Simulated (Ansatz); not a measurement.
**CF₂NSn radical: single points with varied inputs**

How do the results and run time of CF₂NSn radical respond when the settings are drawn wide?

Method: the settings change from run to run; program: Ansatz 0.2.0, Gaussian basis.

### Step 1. The molecule

The geometry comes from an earlier relaxation with PBE0-D4 in a triple-zeta def2 set; it is a stationary point. Sn takes a core potential in def2 sets; no spin-orbit term is included.

5 atoms, charge 0, spin multiplicity 2.

Atoms are counted from 1 here; the program's logs count them from 0.

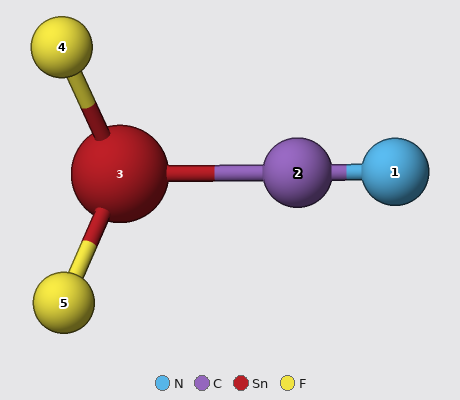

The geometry (nitrogen blue, carbon purple, tin red, fluorine yellow); atoms are numbered from 1 in the order of the file.

### Step 2. HF/def2-mTZVP

Set apart from the defaults: restricted open-shell orbitals, finite nuclei, relativity set to scalar.

The input, in.yaml:

```yaml
crystal:
  periodic: [false, false, false]
  atoms:
    - {symbol: N, position_ang: [1.316436, -1.575839, 1.359709]}
    - {symbol: C, position_ang: [0.644056, -0.817591, 0.809647]}
    - {symbol: Sn, position_ang: [-0.707933, 0.614059, 0.020019]}
    - {symbol: F, position_ang: [-1.578759, -0.248604, -1.438850]}
    - {symbol: F, position_ang: [0.376098, 1.954375, -0.791926]}
basis:
  gaussian: {orbitals: def2-mTZVP, nuclear_model: gaussian}
magnetization: {spin_polarized: false, initial_magnetization: 1}
hamiltonian: {xc: {name: HF}, pseudopotentials: {relativity: scalar}}
```

Command:

```
ansatz run in.yaml --threads 4 --pin off --events-out ev --progress --plain --max-ram 10444MiB
```

Log:

```text
Functional definition: HF
  name "HF"
  cite "Fock, Z. Phys. 61, 126 (1930) doi:10.1007/BF01340294"
  parent pbe
  exchange = exact_x
  correlation = 0
1052 factors; integrals over basis functions are off by at most 3.6e-4 eV
mean field evaluation 1: about -13733.0593 eV, gradient 5.0e1 eV
mean field evaluation 2: about -13733.0675 eV, gradient 5.0e1 eV
mean field evaluation 4: about -13738.5066 eV, gradient 4.1e0 eV
mean field evaluation 8: about -13738.6292 eV, gradient 4.9e-1 eV
mean field evaluation 16: about -13615.6443 eV, gradient 2.3e2 eV
mean field -13738.63072585 eV, -504.8853667967 hartree, gradient 1.2e-5 eV, S^2 0.750000; 0 other end points of the search recorded, 0 dependent functions left out
reference -13738.63072585 eV, -504.8853667967 hartree; 27, 26 occupied and 85, 86 virtual orbitals, 1052 factors
Total energy: -13738.63072585 eV, -504.8853667967 hartree
Relativity: scalar
```

It took 1 s on 4 threads of Arm Neoverse V1, shared host.

### Step 3. B2GP-PLYP/def2-TZVP

Edit in.yaml of step 2 so:

```diff
@@ -9,4 +9,5 @@
 basis:
-  gaussian: {orbitals: def2-mTZVP, nuclear_model: gaussian}
-magnetization: {spin_polarized: false, initial_magnetization: 1}
-hamiltonian: {xc: {name: HF}, pseudopotentials: {relativity: scalar}}
+  gaussian: {orbitals: def2-TZVP}
+magnetization: {spin_polarized: true, initial_magnetization: 1}
+hamiltonian: {xc: {name: B2GP-PLYP}}
+output: {forces: true}
```

The command is unchanged.

Log (excerpt; [...] marks lines left out):

```text
Functional definition: B2GP-PLYP
  name "B2GP-PLYP"
  cite "Karton, Tarnopolsky, Lamère, Schatz & Martin, J. Phys. Chem. A 112, 12868 (2008) doi:10.1021/jp801805p"
  cite "Becke, Phys. Rev. A 38, 3098 (1988) doi:10.1103/PhysRevA.38.3098"
  cite "Lee, Yang & Parr, Phys. Rev. B 37, 785 (1988) doi:10.1103/PhysRevB.37.785"
[...]
1285 factors; integrals over basis functions are off by at most 9.0e-4 eV
[...]
mean field -13769.98496256 eV, -506.0376137431 hartree, gradient 8.0e-6 eV, S^2 0.755988; 0 other end points of the search recorded, 0 dependent functions left out
8 core orbitals not correlated: weight in the atoms' cores, before any rotation towards them, 1.000 or more for the frozen orbitals, at most 0.000 for the correlated occupied ones
reference -13769.98506896 eV, -506.0376176533 hartree; 19, 18 occupied and 147, 148 virtual orbitals, 1285 factors
second order -35.25747054 eV of doubles, -0.00000000 eV of singles
[...]
Total energy: -13782.67775836 eV, -506.5040653851 hartree
Atom 0 at     1.316436    -1.575839     1.359709 Å, force     0.511502    -0.573409     0.406880 eV/Å
Atom 1 at     0.644056    -0.817591     0.809647 Å, force    -0.578707     0.642333    -0.438421 eV/Å
Atom 2 at    -0.707933     0.614059     0.020019 Å, force     0.073110    -0.062993    -0.006513 eV/Å
Atom 3 at    -1.578759    -0.248604    -1.438850 Å, force     0.017293     0.019873     0.025725 eV/Å
Atom 4 at     0.376098     1.954375    -0.791926 Å, force    -0.023198    -0.025804     0.012329 eV/Å
Dipole moment:    -0.551430     0.387550     0.346685 e Å
```

It took 17 s on 4 threads of Arm Neoverse V1, shared host; peak memory 0.96 GiB.

Largest force 0.969 eV/Å, dipole 3.64 D, ⟨S²⟩ 0.756.

### Step 4. BHLYP/def2-SVP

Options: a point charge of 2.00 e beside it, D3(BJ) dispersion, relativity set to scalar.

Edit in.yaml of step 3 so:

```diff
@@ -9,5 +9,4 @@
 basis:
-  gaussian: {orbitals: def2-TZVP}
+  gaussian: {orbitals: def2-SVP, point_charges: [{charge: 2.00, position_ang: [4.202, 0.767, -0.182]}]}
 magnetization: {spin_polarized: true, initial_magnetization: 1}
-hamiltonian: {xc: {name: B2GP-PLYP}}
-output: {forces: true}
+hamiltonian: {xc: {name: BHLYP}, dispersion: d3bj, pseudopotentials: {relativity: scalar}}
```

Launched as before.

Log:

```text
Functional definition: BHLYP
  name "BHLYP"
  cite "Becke, J. Chem. Phys. 98, 1372 (1993) doi:10.1063/1.464304"
  cite "Becke, Phys. Rev. A 38, 3098 (1988) doi:10.1103/PhysRevA.38.3098"
  cite "Lee, Yang & Parr, Phys. Rev. B 37, 785 (1988) doi:10.1103/PhysRevB.37.785"
  parameter a = 0.5
  exchange = (1 - a)*b88_x + a*exact_x
  correlation = lyp_c
882 factors; integrals over basis functions are off by at most 4.9e-4 eV
mean field evaluation 1: about -13779.0866 eV, gradient 4.0e1 eV
mean field evaluation 2: about -13772.5497 eV, gradient 6.0e1 eV
mean field evaluation 4: about -13785.8877 eV, gradient 3.4e0 eV
mean field evaluation 8: about -13786.0501 eV, gradient 1.1e-1 eV
mean field evaluation 16: about -13786.0502 eV, gradient 1.5e-3 eV
mean field -13786.05024369 eV, -506.6280019353 hartree, gradient 3.3e-5 eV, S^2 0.754615; 0 other end points of the search recorded, 0 dependent functions left out
reference -13786.05038865 eV, -506.6280072622 hartree; 27, 26 occupied and 55, 56 virtual orbitals, 882 factors
Total energy: -13786.21315806 eV, -506.6339889278 hartree
Relativity: scalar
```

Run time: 1.6 s. Hardware: 4 threads of Arm Neoverse V1, shared host.

⟨S²⟩ 0.755.

### Step 5. LC-wPBE/def2-SVPD

Set apart from the defaults: multiplicity 4, restricted open-shell orbitals.

The input, in.yaml:

```yaml
crystal:
  periodic: [false, false, false]
  atoms:
    - {symbol: N, position_ang: [1.316436, -1.575839, 1.359709]}
    - {symbol: C, position_ang: [0.644056, -0.817591, 0.809647]}
    - {symbol: Sn, position_ang: [-0.707933, 0.614059, 0.020019]}
    - {symbol: F, position_ang: [-1.578759, -0.248604, -1.438850]}
    - {symbol: F, position_ang: [0.376098, 1.954375, -0.791926]}
basis:
  gaussian: {orbitals: def2-SVPD}
magnetization: {spin_polarized: false, initial_magnetization: 3}
hamiltonian: {xc: {name: LC-wPBE}}
```

Launched as before.

Log (excerpt; [...] marks lines left out):

```text
Functional definition: LC-wPBE
  name "LC-wPBE"
  cite "Vydrov & Scuseria, J. Chem. Phys. 125, 234109 (2006) doi:10.1063/1.2409292"
  cite "Heyd & Scuseria, J. Chem. Phys. 120, 7274 (2004) doi:10.1063/1.1668634"
  cite "Ernzerhof & Perdew, J. Chem. Phys. 109, 3313 (1998) doi:10.1063/1.476928"
  cite "Perdew, Burke & Ernzerhof, Phys. Rev. Lett. 77, 3865 (1996) doi:10.1103/PhysRevLett.77.3865"
  parent pbe
[...]
1067 factors; their error is unknown
456 factors; integrals over basis functions are off by at most 3.8e-5 eV
[...]
mean field -13776.24775466 eV, -506.2677671076 hartree, gradient 6.7e-6 eV, S^2 3.750000; 6 other end points of the search recorded, 0 dependent functions left out
reference -13776.24775467 eV, -506.2677671079 hartree; 28, 25 occupied and 90, 93 virtual orbitals, 1067 factors
Total energy: -13776.24775467 eV, -506.2677671079 hartree
```

It took 9.5 s on 4 threads of Arm Neoverse V1, shared host.

### Step 6. B97/def2-mTZVP

Set apart from the defaults: atoms shaken by 0.08 Å, relativity set to scalar.

The input, in.yaml:

```yaml
crystal:
  periodic: [false, false, false]
  atoms:
    - {symbol: N, position_ang: [1.341395, -1.613947, 1.273361]}
    - {symbol: C, position_ang: [0.607579, -0.770394, 0.699899]}
    - {symbol: Sn, position_ang: [-0.740443, 0.535577, 0.020324]}
    - {symbol: F, position_ang: [-1.718501, -0.161100, -1.435855]}
    - {symbol: F, position_ang: [0.367074, 1.787363, -0.737950]}
basis:
  gaussian: {orbitals: def2-mTZVP}
magnetization: {spin_polarized: true, initial_magnetization: 1}
hamiltonian: {xc: {name: B97}, pseudopotentials: {relativity: scalar}}
output: {forces: true}
```

Launched as before.

Log (excerpt; [...] marks lines left out):

```text
Functional definition: B97
  name "B97"
  cite "Becke, J. Chem. Phys. 107, 8554 (1997) doi:10.1063/1.475007"
[...]
      + integral(e_c_pw_opposite_spin*poly(b97_u_opposite, cos0, cos1, cos2))
999 factors; their error is unknown
[...]
mean field -13798.00918046 eV, -507.0674847553 hartree, gradient 3.9e-5 eV, S^2 0.752164; 0 other end points of the search recorded, 0 dependent functions left out
[...]
reference -13798.00920752 eV, -507.0674857498 hartree; 27, 26 occupied and 85, 86 virtual orbitals, 999 factors
Total energy: -13798.00920752 eV, -507.0674857498 hartree
Relativity: scalar
Atom 0 at     1.341395    -1.613947     1.273361 Å, force    -4.870859     5.646355    -3.770308 eV/Å
Atom 1 at     0.607579    -0.770394     0.699899 Å, force     6.579424    -7.623273     4.672423 eV/Å
Atom 2 at    -0.740443     0.535577     0.020324 Å, force    -2.770086     0.363980     1.503841 eV/Å
Atom 3 at    -1.718501    -0.161100    -1.435855 Å, force    -0.682946    -0.609986    -1.081156 eV/Å
Atom 4 at     0.367074     1.787363    -0.737950 Å, force     1.744468     2.222924    -1.324800 eV/Å
Dipole moment:    -0.457736     0.285390     0.359557 e Å
```

Run time: 5.5 s. Hardware: 4 threads of Arm Neoverse V1, shared host; peak memory 0.39 GiB.

Largest force 11.101 eV/Å, dipole 3.11 D, ⟨S²⟩ 0.752.

### Step 7. r2SCAN50/def2-mTZVP

The input, in.yaml:

```yaml
crystal:
  periodic: [false, false, false]
  atoms:
    - {symbol: N, position_ang: [1.316436, -1.575839, 1.359709]}
    - {symbol: C, position_ang: [0.644056, -0.817591, 0.809647]}
    - {symbol: Sn, position_ang: [-0.707933, 0.614059, 0.020019]}
    - {symbol: F, position_ang: [-1.578759, -0.248604, -1.438850]}
    - {symbol: F, position_ang: [0.376098, 1.954375, -0.791926]}
basis:
  gaussian: {orbitals: def2-mTZVP}
magnetization: {spin_polarized: true, initial_magnetization: 1}
hamiltonian: {xc: {name: r2SCAN50}}
```

The command is unchanged.

Log (excerpt; [...] marks lines left out):

```text
Functional definition: r2SCAN50
  name "r2SCAN50"
  cite "Bursch, Neugebauer, Ehlert & Grimme, J. Chem. Phys. 156, 134105 (2022) doi:10.1063/5.0086040"
  cite "Furness, Kaplan, Ning, Perdew & Sun, J. Phys. Chem. Lett. 11, 8208 (2020) doi:10.1021/acs.jpclett.0c02405"
  cite "Furness, Kaplan, Ning, Perdew & Sun, J. Phys. Chem. Lett. 11, 9248 (2020) doi:10.1021/acs.jpclett.0c03077"
  parent r2scan
[...]
1052 factors; integrals over basis functions are off by at most 3.6e-4 eV
[...]
mean field -13789.76044687 eV, -506.7643493872 hartree, gradient 7.4e-5 eV, S^2 0.755821; 0 other end points of the search recorded, 0 dependent functions left out
reference -13789.76045397 eV, -506.7643496480 hartree; 27, 26 occupied and 85, 86 virtual orbitals, 1052 factors
Total energy: -13789.76045397 eV, -506.7643496480 hartree
```

It took 4.7 s on 4 threads of Arm Neoverse V1, shared host.

⟨S²⟩ 0.756.

### Step 8. B3LYP/def2-mTZVP

Set apart from the defaults: a point charge of 2.00 e beside it.

Edit in.yaml of step 7 so:

```diff
@@ -9,4 +9,4 @@
 basis:
-  gaussian: {orbitals: def2-mTZVP}
+  gaussian: {orbitals: def2-mTZVP, point_charges: [{charge: 2.00, position_ang: [5.031, 0.296, 0.958]}]}
 magnetization: {spin_polarized: true, initial_magnetization: 1}
-hamiltonian: {xc: {name: r2SCAN50}}
+hamiltonian: {xc: {name: B3LYP}}
```

Same command.

Log (excerpt; [...] marks lines left out):

```text
Functional definition: B3LYP
  name "B3LYP"
  cite "Stephens, Devlin, Chabalowski & Frisch, J. Phys. Chem. 98, 11623 (1994) doi:10.1021/j100096a001"
  cite "Becke, Phys. Rev. A 38, 3098 (1988) doi:10.1103/PhysRevA.38.3098"
  cite "Lee, Yang & Parr, Phys. Rev. B 37, 785 (1988) doi:10.1103/PhysRevB.37.785"
  cite "Vosko, Wilk & Nusair, Can. J. Phys. 58, 1200 (1980) doi:10.1139/p80-159"
[...]
999 factors; their error is unknown
[...]
mean field -13797.83644492 eV, -507.0611368415 hartree, gradient 5.3e-5 eV, S^2 0.752347; 0 other end points of the search recorded, 0 dependent functions left out
reference -13797.83667396 eV, -507.0611452586 hartree; 27, 26 occupied and 85, 86 virtual orbitals, 999 factors
Total energy: -13797.83667396 eV, -507.0611452586 hartree
```

Wall time 1.9 s (4 threads of Arm Neoverse V1, shared host).

⟨S²⟩ 0.752.

### Step 9. RPBE/def2-TZVP

Edit in.yaml of step 8 so:

```diff
@@ -9,4 +9,5 @@
 basis:
-  gaussian: {orbitals: def2-mTZVP, point_charges: [{charge: 2.00, position_ang: [5.031, 0.296, 0.958]}]}
+  gaussian: {orbitals: def2-TZVP}
 magnetization: {spin_polarized: true, initial_magnetization: 1}
-hamiltonian: {xc: {name: B3LYP}}
+hamiltonian: {xc: {name: RPBE}}
+output: {forces: true}
```

Launched as before.

Log (excerpt; [...] marks lines left out):

```text
Functional definition: RPBE
  name "RPBE"
  cite "Hammer, Hansen & Nørskov, Phys. Rev. B 59, 7413 (1999) doi:10.1103/PhysRevB.59.7413"
  cite "Perdew, Burke & Ernzerhof, Phys. Rev. Lett. 77, 3865 (1996) doi:10.1103/PhysRevLett.77.3865"
[...]
1035 factors; their error is unknown
[...]
mean field -13797.00102187 eV, -507.0304356105 hartree, gradient 7.8e-5 eV, S^2 0.751778; 0 other end points of the search recorded, 0 dependent functions left out
[...]
reference -13797.00106529 eV, -507.0304372062 hartree; 27, 26 occupied and 147, 148 virtual orbitals, 1035 factors
Total energy: -13797.00106529 eV, -507.0304372062 hartree
Atom 0 at     1.316436    -1.575839     1.359709 Å, force     1.218375    -1.374188     0.997517 eV/Å
Atom 1 at     0.644056    -0.817591     0.809647 Å, force    -0.838078     0.970641    -0.772465 eV/Å
Atom 2 at    -0.707933     0.614059     0.020019 Å, force    -0.488500     0.148721     0.969666 eV/Å
Atom 3 at    -1.578759    -0.248604    -1.438850 Å, force    -0.463727    -0.456121    -0.768727 eV/Å
Atom 4 at     0.376098     1.954375    -0.791926 Å, force     0.571930     0.710948    -0.425992 eV/Å
Dipole moment:    -0.493361     0.351646     0.293466 e Å
```

Wall time 2.4 s (4 threads of Arm Neoverse V1, shared host).

Largest force 2.090 eV/Å, dipole 3.23 D, ⟨S²⟩ 0.752.

### Step 10. r2SCANh/def2-mTZVPP

Edit in.yaml of step 9 so:

```diff
@@ -9,5 +9,5 @@
 basis:
-  gaussian: {orbitals: def2-TZVP}
+  gaussian: {orbitals: def2-mTZVPP}
 magnetization: {spin_polarized: true, initial_magnetization: 1}
-hamiltonian: {xc: {name: RPBE}}
+hamiltonian: {xc: {name: r2SCANh}}
 output: {forces: true}
```

The command is unchanged.

Log (excerpt; [...] marks lines left out):

```text
Functional definition: r2SCANh
  name "r2SCANh"
  cite "Bursch, Neugebauer, Ehlert & Grimme, J. Chem. Phys. 156, 134105 (2022) doi:10.1063/5.0086040"
  cite "Furness, Kaplan, Ning, Perdew & Sun, J. Phys. Chem. Lett. 11, 8208 (2020) doi:10.1021/acs.jpclett.0c02405"
  cite "Furness, Kaplan, Ning, Perdew & Sun, J. Phys. Chem. Lett. 11, 9248 (2020) doi:10.1021/acs.jpclett.0c03077"
  parent r2scan
[...]
1019 factors; their error is unknown
[...]
mean field -13793.18828820 eV, -506.8903202325 hartree, gradient 5.0e-5 eV, S^2 0.753781; 0 other end points of the search recorded, 0 dependent functions left out
[...]
reference -13793.18830158 eV, -506.8903207242 hartree; 27, 26 occupied and 100, 101 virtual orbitals, 1019 factors
Total energy: -13793.18830158 eV, -506.8903207242 hartree
Atom 0 at     1.316436    -1.575839     1.359709 Å, force     0.130888    -0.148149     0.108979 eV/Å
Atom 1 at     0.644056    -0.817591     0.809647 Å, force    -0.023673     0.039231    -0.061994 eV/Å
Atom 2 at    -0.707933     0.614059     0.020019 Å, force    -0.170571     0.021671     0.441556 eV/Å
Atom 3 at    -1.578759    -0.248604    -1.438850 Å, force    -0.171750    -0.185603    -0.311593 eV/Å
Atom 4 at     0.376098     1.954375    -0.791926 Å, force     0.235106     0.272850    -0.176947 eV/Å
Dipole moment:    -0.535999     0.382353     0.317748 e Å
```

Run time: 5.5 s. Hardware: 4 threads of Arm Neoverse V1, shared host; peak memory 0.39 GiB.

Largest force 0.474 eV/Å, dipole 3.51 D, ⟨S²⟩ 0.754.

### Step 11. The runs in one table

```csv
level,charge,multiplicity,geometry,functions,energy (eV),time
HF/def2-mTZVP,0,2,relaxed,112,-13738.631,1 s
B2GP-PLYP/def2-TZVP,0,2,relaxed,174,-13782.678,17 s
BHLYP/def2-SVP,0,2,"relaxed, point charge",82,-13786.213,1.6 s
LC-wPBE/def2-SVPD,0,4,relaxed,118,-13776.248,9.5 s
B97/def2-mTZVP,0,2,shaken,112,-13798.009,5.5 s
r2SCAN50/def2-mTZVP,0,2,relaxed,112,-13789.760,4.7 s
B3LYP/def2-mTZVP,0,2,"relaxed, point charge",112,-13797.837,1.9 s
RPBE/def2-TZVP,0,2,relaxed,174,-13797.001,2.4 s
r2SCANh/def2-mTZVPP,0,2,relaxed,127,-13793.188,5.5 s
```

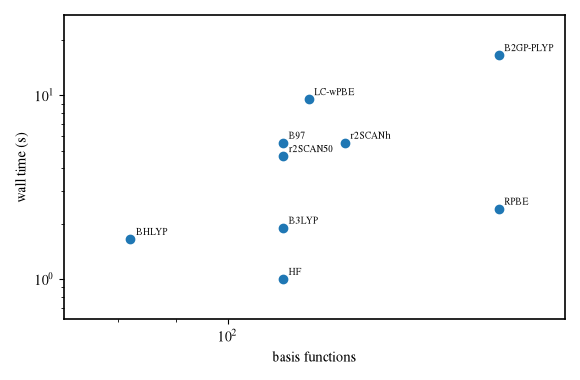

Wall time against the number of basis functions (shared host).

### Step 12. Summary of results

| quantity | value |
| --- | --- |
| runs | 9 |
| quickest | HF/def2-mTZVP, 1 s |
| slowest | B2GP-PLYP/def2-TZVP, 17 s |
| spread of total energies, same state and geometry | 58.4 eV |
| dipole, same state and geometry | 3.23 to 3.64 D |

In words: B2GP-PLYP/def2-TZVP took 17 times as long as HF/def2-mTZVP. The jobs differ in tasks and options as well as level. Total energies at one charge and spin differ by 58 eV between levels, so only differences within one level mean anything. Some of these runs are scalar-relativistic and others not, which shifts the totals of all-electron atoms past neon by several eV an atom and more; core potentials, where a basis has them, take the core out of the total altogether. At the PBE0-D4/def2-TZVP geometry and in the same state, the sound runs without point charges leave forces up to 2.09 eV/Å (RPBE/def2-TZVP), against 11.1 eV/Å where the atoms were moved. At that geometry and state the dipole changes by 13 % between the lowest and highest value.
